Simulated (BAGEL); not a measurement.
# B3LYP/6-31G(d) (density fitting with qzvpp-jkfit, spherical functions) run of AlSiNH8 (SMILES [AlH3-][NH2+][SiH3])

Aim: the energy change on altering one bond length of AlSiNH8 at B3LYP/6-31G* (density fitting with qzvpp-jkfit, spherical functions), from 2 runs. 

Program for the calculation: BAGEL 1.2.2.

3 further runs of the same task are left out: 1 that didn't finish, 2 set aside as unsound or not needed. Runs told in other sessions of the task aren't counted.

**1. Starting point**

AlSiNH8: 11 atoms, total charge 0, spin state singlet. As SMILES, `[AlH3-][NH2+][SiH3]`. The shape is that of a PBE0-D4/def2-TZVP optimisation.

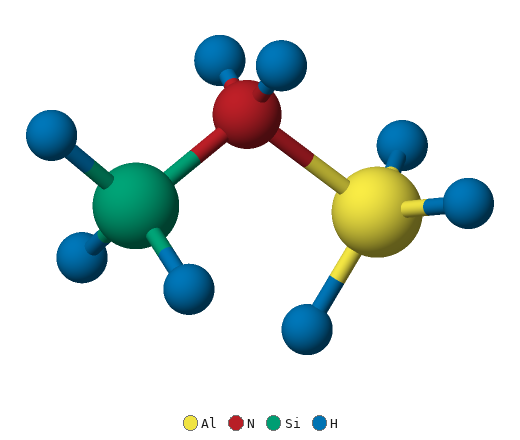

Viewed from a chosen angle; aluminium yellow, nitrogen red, silicon teal, hydrogen blue.

**2. A single-point energy at B3LYP/6-31G(d) (density fitting with qzvpp-jkfit, spherical functions)**

job.json

```json
{ "bagel" : [

{
  "title" : "molecule",
  "basis" : "6-31gs.json",
  "df_basis" : "qzvpp-jkfit",
  "angstrom" : true,
  "geometry" : [
    { "atom" : "Al", "xyz" : [      -0.900100,       1.211100,      -0.740800 ] },
    { "atom" : "N", "xyz" : [      -0.028300,       0.143500,       0.802700 ] },
    { "atom" : "Si", "xyz" : [       0.876200,      -1.248700,       0.128600 ] },
    { "atom" : "H", "xyz" : [      -0.721100,       0.091900,      -1.882400 ] },
    { "atom" : "H", "xyz" : [       0.093800,       2.465300,      -0.806700 ] },
    { "atom" : "H", "xyz" : [      -2.377200,       1.435300,      -0.165100 ] },
    { "atom" : "H", "xyz" : [       0.566700,       0.786500,       1.316700 ] },
    { "atom" : "H", "xyz" : [      -0.768500,      -0.144800,       1.435900 ] },
    { "atom" : "H", "xyz" : [       1.651500,      -1.882900,       1.228300 ] },
    { "atom" : "H", "xyz" : [       1.794800,      -0.716800,      -0.896700 ] },
    { "atom" : "H", "xyz" : [      -0.122500,      -2.197400,      -0.400100 ] }
  ]
},

{
  "title" : "ks",
  "xc_func" : "b3lyp"
},

{
  "title" : "print",
  "file" : "orbitals.molden",
  "orbitals" : true
}

]}
```

The basis set 6-31G* is read from a file made from the Basis Set Exchange's data (not shown).

Run with:

```sh
BAGEL_NUM_THREADS=1 BAGEL job.json > job.out
```

Log:

```text
* using 1 threads per process

  ===============================================================
  ===============================================================

  *** Geometry ***

  { "atom" : "Al", "xyz" : [     -1.700942,      2.288647,     -1.399909 ] },
  { "atom" : "N", "xyz" : [     -0.053479,      0.271176,      1.516883 ] },
  { "atom" : "Si", "xyz" : [      1.655778,     -2.359701,      0.243019 ] },
  { "atom" : "H", "xyz" : [     -1.362682,      0.173666,     -3.557220 ] },
  { "atom" : "H", "xyz" : [      0.177256,      4.658742,     -1.524442 ] },
  { "atom" : "H", "xyz" : [     -4.492257,      2.712324,     -0.311994 ] },
  { "atom" : "H", "xyz" : [      1.070908,      1.486270,      2.488202 ] },
  { "atom" : "H", "xyz" : [     -1.452255,     -0.273632,      2.713458 ] },
  { "atom" : "H", "xyz" : [      3.120883,     -3.558165,      2.321151 ] },
  { "atom" : "H", "xyz" : [      3.391680,     -1.354556,     -1.694517 ] },
  { "atom" : "H", "xyz" : [     -0.231491,     -4.152484,     -0.756079 ] },

  Number of auxiliary basis functions:      477

  Since a DF basis is specified, we compute 2- and 3-index integrals:
    o Being stored without compression. Storage requirement is 0.017 GB

  Number of basis functions:       66
  Number of electrons      :       42

    * METHOD: MOLECULE                             0.36

  *** Kohn-Sham DFT ***

    * Removing 19042 points whose weight is below 1.00e-10
    * Grid points: 144924

  === Nuclear Repulsion ===
   154.2129064566

       - DIIS with orbital gradients will be used.

  === KS iteration (b3lyp / 6-31gs.json) ===
      0       -565.71023837          0.13638277           0.60
      1       -553.42237581          0.10795221           0.58
      2       -509.76785089          0.18792352           0.57
      3       -578.74139141          0.10537607           0.57
      4       -583.77368370          0.07550706           0.58
      5       -585.54824240          0.09017824           0.57
      6       -590.96928647          0.03832912           0.58
      7       -591.03563963          0.03856334           0.58
      8       -591.49773192          0.00303488           0.56
      9       -591.50277020          0.00094552           0.56
     10       -591.50320257          0.00020648           0.56
     11       -591.50322921          0.00003928           0.57
     12       -591.50322985          0.00000495           0.58
     13       -591.50322986          0.00000077           0.56
     14       -591.50322986          0.00000053           0.56
     15       -591.50322986          0.00000019           0.56
     16       -591.50322986          0.00000003           0.57
     17       -591.50322986          0.00000001           0.59
    * SCF iteration converged.

    * Permanent dipole moment:
           (   -0.832219,     1.039383,    -1.471240) a.u.

    * METHOD: KS                                  11.52

    * METHOD: PRINT                                0.02

  ===============================================================
```

It took 12 s on 1 thread of Arm Neoverse N1, shared host; peak memory 0.47 GiB.

**3. The distorted shape**

input.json

```json
{ "bagel": [

{
  "title": "molecule",
  "basis": "6-31gs.json",
  "df_basis": "qzvpp-jkfit",
  "angstrom": true,
  "geometry": [
    { "atom": "Al", "xyz": [    0.281599,    1.031737,   -1.201367 ] },
    { "atom": "N", "xyz": [    1.153399,   -0.035863,    0.342133 ] },
    { "atom": "Si", "xyz": [    2.057899,   -1.428063,   -0.331967 ] },
    { "atom": "H", "xyz": [    0.460599,   -0.087463,   -2.342967 ] },
    { "atom": "H", "xyz": [    1.275499,    2.285937,   -1.267267 ] },
    { "atom": "H", "xyz": [   -2.377200,    1.435300,   -0.165100 ] },
    { "atom": "H", "xyz": [    1.748399,    0.607137,    0.856133 ] },
    { "atom": "H", "xyz": [    0.413199,   -0.324163,    0.975333 ] },
    { "atom": "H", "xyz": [    2.833199,   -2.062263,    0.767733 ] },
    { "atom": "H", "xyz": [    2.976499,   -0.896163,   -1.357267 ] },
    { "atom": "H", "xyz": [    1.059199,   -2.376763,   -0.860667 ] }
  ]
},
{ "title": "ks", "xc_func": "b3lyp" },
{ "title": "print", "file": "orbitals.molden", "orbitals": true }

]}
```

The basis set 6-31G* is read from a file made from the Basis Set Exchange's data (not shown).

Run with:

```sh
BAGEL_NUM_THREADS=1 BAGEL input.json > input.out
```

Log:

```text
* using 1 threads per process

  ===============================================================
  ===============================================================

  *** Geometry ***

  { "atom" : "Al", "xyz" : [      0.532145,      1.949700,     -2.270255 ] },
  { "atom" : "N", "xyz" : [      2.179608,     -0.067771,      0.646538 ] },
  { "atom" : "Si", "xyz" : [      3.888866,     -2.698648,     -0.627327 ] },
  { "atom" : "H", "xyz" : [      0.870406,     -0.165281,     -4.427566 ] },
  { "atom" : "H", "xyz" : [      2.410344,      4.319795,     -2.394788 ] },
  { "atom" : "H", "xyz" : [     -4.492257,      2.712324,     -0.311994 ] },
  { "atom" : "H", "xyz" : [      3.303995,      1.147323,      1.617857 ] },
  { "atom" : "H", "xyz" : [      0.780833,     -0.612579,      1.843112 ] },
  { "atom" : "H", "xyz" : [      5.353970,     -3.897112,      1.450805 ] },
  { "atom" : "H", "xyz" : [      5.624768,     -1.693503,     -2.564863 ] },
  { "atom" : "H", "xyz" : [      2.001596,     -4.491431,     -1.626425 ] },

  Number of auxiliary basis functions:      477

  Since a DF basis is specified, we compute 2- and 3-index integrals:
    o Being stored without compression. Storage requirement is 0.017 GB

  Number of basis functions:       66
  Number of electrons      :       42

    * METHOD: MOLECULE                             0.36

  *** Kohn-Sham DFT ***

    * Removing 18298 points whose weight is below 1.00e-10
    * Grid points: 145668

  === Nuclear Repulsion ===
   151.3663538782

       - DIIS with orbital gradients will be used.

  === KS iteration (b3lyp / 6-31gs.json) ===
      0       -565.93399181          0.13559627           0.58
      1       -554.79796944          0.10617493           0.56
      2       -510.88416094          0.18435687           0.54
      3       -579.08287193          0.10592655           0.53
      4       -583.81599075          0.07690829           0.54
      5       -585.60819367          0.08451852           0.54
      6       -589.79447159          0.04385224           0.55
      7       -585.92056631          0.10392372           0.54
      8       -591.14776277          0.02077111           0.54
      9       -591.32573643          0.01069414           0.54
     10       -591.36245236          0.00730543           0.54
     11       -591.40190388          0.00175348           0.54
     12       -591.40402738          0.00044341           0.55
     13       -591.40409237          0.00011124           0.54
     14       -591.40409777          0.00001199           0.55
     15       -591.40409782          0.00000804           0.54
     16       -591.40409786          0.00000135           0.55
     17       -591.40409786          0.00000038           0.56
     18       -591.40409786          0.00000011           0.55
     19       -591.40409786          0.00000004           0.54
     20       -591.40409786          0.00000001           0.55
    * SCF iteration converged.

    * Permanent dipole moment:
           (   -1.986614,     1.294773,    -1.104539) a.u.

    * METHOD: KS                                  12.59

    * METHOD: PRINT                                0.01

  ===============================================================
```

Wall time 13 s (1 thread of Arm Neoverse N1, shared host); peak memory 0.47 GiB.

**4. Summary of results**

At B3LYP/6-31G* (density fitting with qzvpp-jkfit, spherical functions):

```
                                                          quantity          value
                                         first shape: total energy  -591.50323 Eh
                                        first shape: dipole moment         5.04 D
                                          first shape: HOMO energy       -7.18 eV
                                          first shape: LUMO energy       -0.64 eV
                                        first shape: HOMO–LUMO gap        6.54 eV
                                     distorted shape: total energy  -591.40410 Eh
                                    distorted shape: dipole moment         6.65 D
                                      distorted shape: HOMO energy       -5.25 eV
                                      distorted shape: LUMO energy       -1.17 eV
                                    distorted shape: HOMO–LUMO gap        4.09 eV
energy change with the Al1–H6 bond stretched from 1.601 to 2.882 Å       2.698 eV
```

With the Al1–H6 bond stretched from 1.601 to 2.882 Å the energy rises by 2.70 eV (260 kJ/mol). The first shape isn't relaxed at this level, so the change isn't measured from a minimum. A restricted reference can't describe the breaking bond well at this length.
